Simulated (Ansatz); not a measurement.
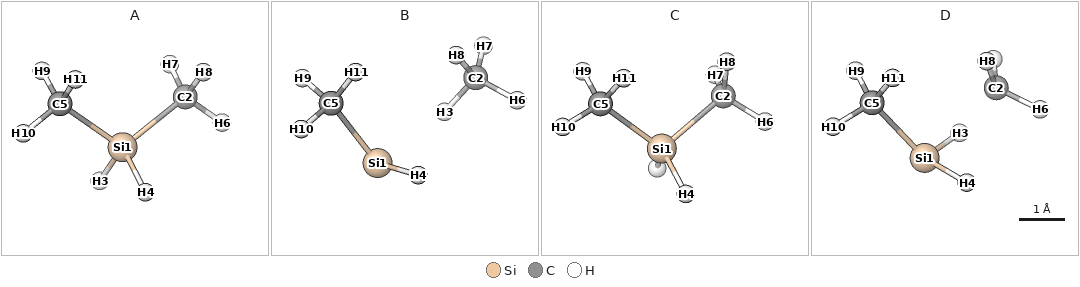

4 geometries from a converged minimum-energy path of C₂H₈Si, shuffled. Style: ball-and-stick. Shown at a tilt.

These are results of UKS PBE-D4/def2-SVP (Ansatz), not measurements. Settings: 5 movable images; climbing image; force threshold 0.05 eV/Å; iteration limit 60; starting path through a guess of the saddle point.

**Which frame is the transition state?**

D. In order along the path, whose images run from 0 to 6: A (image 0, 0.0 kcal/mol), C (image 2, +8.5 kcal/mol), D (image 4, +66.1 kcal/mol), B (image 6, +50.4 kcal/mol). Breaking: Si1–C2 (1.89 → 2.30 at the top → 2.97 Å), Si1–H3 (1.51 → 1.54 at the top → 2.10 Å). Forming: C2–H3 (2.79 → 1.53 at the top → 1.13 Å).

Cost: 79 s on 2 threads of Intel(R) Xeon(R) Platinum 8488C (Sapphire Rapids) (shared host), peak memory 0.16 GiB.
